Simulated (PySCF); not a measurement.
# A workflow on CH3BTe (SMILES B1C[Te]1)

We compute a structure relaxation (PBE0-D3(op)/STO-3G), then the energy (CCSD(T)/def2-SVP), then ionisation energies (EOM-CCSD/def2-mTZVPP) of CH3BTe. Input form: a Python script.

Program for the calculation: PySCF 2.14.0.

1 further run of the same task is left out (for a faulty analytic Hessian).

### 1 Starting point

CH3BTe has 6 atoms, charge 0, and is taken as a singlet. As SMILES, `B1C[Te]1`. Geometry: a rough force-field guess. The run starts from this shape.

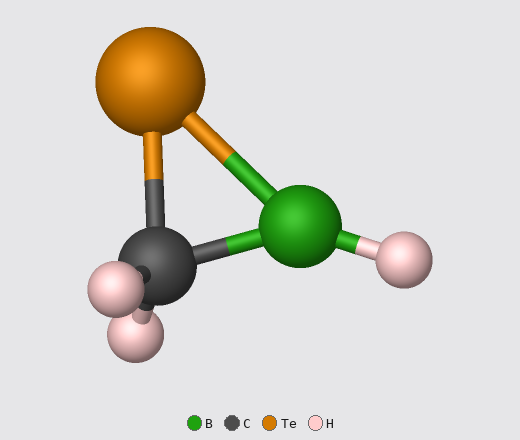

Viewed from a chosen angle; boron green, carbon dark grey, tellurium orange, hydrogen pink.

### 2 A geometry optimisation at PBE0-D3(op)/STO-3G (density fitting) (run 1)

Contents of start.xyz:

```xyz
6
CH3BTe
B     -0.538900    -0.608900    -0.525700
C      0.262200     0.470800     0.271700
Te     1.158900    -1.239700     0.823400
H     -1.394400    -0.803200    -1.286700
H      0.871500     1.127500    -0.400600
H     -0.317200     0.989500     1.071700
```

Contents of calc.py:

```python
# B1C[Te]1
from pyscf import gto, dft
from pyscf import df
from pyscf.geomopt.geometric_solver import kernel as optimise

system = gto.M(
    atom='start.xyz',
    max_memory=1860,
    basis='sto-3g',
    cart=True,
    verbose=3,
)

myscf = dft.RKS(system)
myscf.xc = 'pbe0'
myscf = myscf.density_fit(auxbasis=df.aug_etb(system, beta=2.0))
myscf.disp = 'd3op'
converged, mol_eq = optimise(myscf, maxsteps=100)
print('converged:', converged)
print(mol_eq.tostring())

myscf.reset(mol_eq)
system = mol_eq
myscf.kernel()
e_final = myscf.e_tot
print('Final energy', e_final)
```

Started as:

```console
$ OMP_NUM_THREADS=1 python calc.py
```

Standard output:

```text
maxiter                   100
[... 40 lines left out ...]
> Will converge when all 5 criteria are reached:
[... 19 lines left out ...]
converged SCF energy = -6616.44242450408
[... 22 lines left out ...]
converged SCF energy = -6616.47034312462
[... 45 lines left out ...]
converged SCF energy = -6616.47485463232
[... 45 lines left out ...]
converged SCF energy = -6616.47494406359
[... 35 lines left out ...]
Converged! =D
[... 1 line left out ...]
converged: True
B          -0.45988385       -0.64228855       -0.46653734
C           0.21537810        0.55643276        0.22775365
Te          1.03285355       -1.39862718        0.69762083
H          -1.31492824       -0.90890170       -1.21303337
H           0.87333979        1.22843301       -0.33754842
H          -0.28686602        1.07612908        1.05341244
converged SCF energy = -6616.47494460038
Final energy -6616.474944600384
```

Wall time 64 s (1 thread of Intel Xeon at 2.50GHz (Skylake/Cascade Lake), shared host); peak memory 0.48 GiB.

Step by step:

```
step  energy from the first frame kept (eV)  largest force (eV/Å)
   0                                 0.0000                4.1525
   1                                -0.7597                1.7087
   2                                -0.8195                1.9040
   3                                -0.8825                0.2935
   4                                -0.8846                0.0863
   5                                -0.8849                0.0150
   6                                -0.8849                0.0082
```

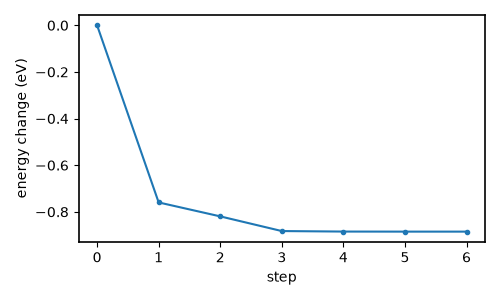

Energy along the run.

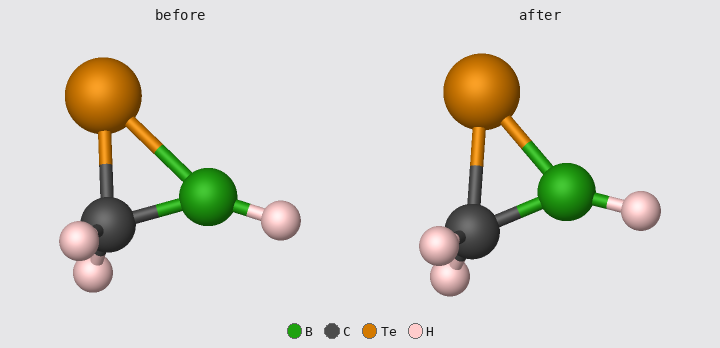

Before and after, at one scale.

After the run. Bond lengths: B1–C2 1.541 Å, B1–Te3 2.039 Å, C2–Te3 2.171 Å, B1–H4 1.166 Å, C2–H5 1.097 Å, C2–H6 1.097 Å. Angles: B1–C2–Te3 64.0°, C2–B1–Te3 73.2°, B1–Te3–C2 42.8°, B1–C2–H5 120.5°, B1–C2–H6 120.5°, Te3–C2–H5 115.9°, Te3–C2–H6 115.9°, C2–B1–H4 142.0°, Te3–B1–H4 144.9°, H5–C2–H6 111.8°.

### 3 A single-point energy at CCSD(T)/def2-SVP (core potential) (run 3)

Contents of run.py:

```python
from pyscf import gto, scf, cc

molecule = gto.M(
    atom='''
B     -0.459884    -0.642289    -0.466537
C      0.215378     0.556433     0.227754
Te     1.032854    -1.398627     0.697621
H     -1.314928    -0.908902    -1.213033
H      0.873340     1.228433    -0.337548
H     -0.286866     1.076129     1.053412
''',
    max_memory=1860,
    verbose=3,
    basis='def2-svp',
    ecp={'Te': 'def2-svp'},
    charge=0,
)

myscf = scf.RHF(molecule)
myscf.kernel()

mycc = cc.CCSD(myscf, frozen=6)
mycc.kernel()
e_t = mycc.ccsd_t()
e_tot = mycc.e_tot + e_t
print('Final energy', e_tot)
dip = myscf.dip_moment()
pop, q = myscf.mulliken_pop()
```

Started as:

```console
$ OMP_NUM_THREADS=1 python run.py
```

Standard output:

```text
converged SCF energy = -331.20513691774
[... 2 lines left out ...]
Final energy -331.5912903987038
Dipole moment(X, Y, Z, Debye): -0.57966,  0.97053, -0.37643
[... 76 lines left out ...]
charge of    5H =      0.10887
```

It took 33 s on 1 thread of Intel Xeon at 2.50GHz (Skylake/Cascade Lake), shared host; peak memory 0.25 GiB.

### 4 Ionisation energies at EOM-CCSD/def2-mTZVPP (core potential, root kind ip) (run 4)

Contents of input.py:

```python
# B1C[Te]1
import numpy
from pyscf import gto, scf, cc

mol = gto.M(
    atom='''
B       -0.459884      -0.642289      -0.466537
C        0.215378       0.556433       0.227754
Te       1.032854      -1.398627       0.697621
H       -1.314928      -0.908902      -1.213033
H        0.873340       1.228433      -0.337548
H       -0.286866       1.076129       1.053412
''',
    basis='def2-mtzvpp',
    max_memory=1860,
    ecp={'Te': 'def2-svp'},
    verbose=4,
)

myscf = scf.RHF(mol)
myscf.kernel()

mycc = cc.CCSD(myscf, frozen=6)
mycc.kernel()
e_tot = mycc.e_tot
print('E = %.10f Eh' % e_tot)

e, vec = mycc.ipccsd(nroots=4)
roots = numpy.atleast_1d(e) * 27.211386
print('EOM-IP-CCSD roots (eV)')
for i, w in enumerate(roots, 1):
    print('%3d %10.4f' % (i, w))
```

Started as:

```console
$ OMP_NUM_THREADS=1 python input.py
```

Standard output:

```text
PySCF version 2.14.0

[... 64 lines left out ...]
converged SCF energy = -331.2769470797
[... 12 lines left out ...]
Init t2, MP2 energy = -331.670324741321  E_corr(MP2) -0.393377661620762
[... 13 lines left out ...]
CCSD converged
[... 3 lines left out ...]
******** <class 'pyscf.cc.eom_rccsd.EOMIP'> ********
max_space = 20
max_cycle = 50
conv_tol = 1e-07
partition = None
EOM-CCSD root 0 E = 0.3153088110274164  qpwt = 0.961333  conv = True
EOM-CCSD root 1 E = 0.3631730033612683  qpwt = 0.964655  conv = True
EOM-CCSD root 2 E = 0.3728252695406698  qpwt = 0.955565  conv = True
EOM-CCSD root 3 E = 0.5047765201311067  qpwt = 0.918194  conv = True
EOM-IP-CCSD roots (eV)
  1     8.5800
  2     9.8824
  3    10.1451
  4    13.7357
```

It took 57 s on 1 thread of Intel Xeon at 2.50GHz (Skylake/Cascade Lake), shared host; peak memory 0.5 GiB.

### 5 Results

```
                                                                quantity           value
                      run 1, PBE0-D3(op)/STO-3G: total energy at the end  -6616.47494 Eh
                                run 1, PBE0-D3(op)/STO-3G: dipole moment          1.04 D
                                  run 1, PBE0-D3(op)/STO-3G: HOMO energy        -4.84 eV
                                  run 1, PBE0-D3(op)/STO-3G: LUMO energy         1.38 eV
                                run 1, PBE0-D3(op)/STO-3G: HOMO–LUMO gap         6.22 eV
                            run 1, PBE0-D3(op)/STO-3G: dispersion energy    -5.76 kJ/mol
                                   run 3, CCSD(T)/def2-SVP: total energy   -331.59129 Eh
           run 3, CCSD(T)/def2-SVP: dipole moment (Hartree–Fock density)          1.19 D
            run 3, CCSD(T)/def2-SVP: HOMO energy (Hartree–Fock orbitals)        -8.62 eV
            run 3, CCSD(T)/def2-SVP: LUMO energy (Hartree–Fock orbitals)         1.98 eV
          run 3, CCSD(T)/def2-SVP: HOMO–LUMO gap (Hartree–Fock orbitals)        10.59 eV
    run 3, CCSD(T)/def2-SVP: correlation energy (6 core orbitals frozen)      -386.2 mEh
                                 run 3, CCSD(T)/def2-SVP: (T) correction      -15.10 mEh
                                  run 3, CCSD(T)/def2-SVP: T1 diagnostic           0.018
          run 4, EOM-CCSD/def2-mTZVPP: ground-state or mean-field energy   -331.69530 Eh
       run 4, EOM-CCSD/def2-mTZVPP: dipole moment (Hartree–Fock density)          1.27 D
        run 4, EOM-CCSD/def2-mTZVPP: HOMO energy (Hartree–Fock orbitals)        -8.60 eV
        run 4, EOM-CCSD/def2-mTZVPP: LUMO energy (Hartree–Fock orbitals)         1.77 eV
      run 4, EOM-CCSD/def2-mTZVPP: HOMO–LUMO gap (Hartree–Fock orbitals)        10.36 eV
run 4, EOM-CCSD/def2-mTZVPP: correlation energy (6 core orbitals frozen)      -418.4 mEh
                              run 4, EOM-CCSD/def2-mTZVPP: T1 diagnostic           0.018
                    run 4, EOM-CCSD/def2-mTZVPP: first ionisation energy         8.58 eV
```

In words: The optimisation (run 1, PBE0-D3(op)/STO-3G) took 6 steps and changed the energy by -0.885 eV. Mulliken charges (run 1, PBE0-D3(op)/STO-3G) run from -0.30 on C2 to +0.10 on H5; they depend strongly on the basis. Relativity is left out (run 1, PBE0-D3(op)/STO-3G) although the molecule holds a heavy atom. The triples (run 3, CCSD(T)/def2-SVP) make up 3.9 % of the correlation energy.
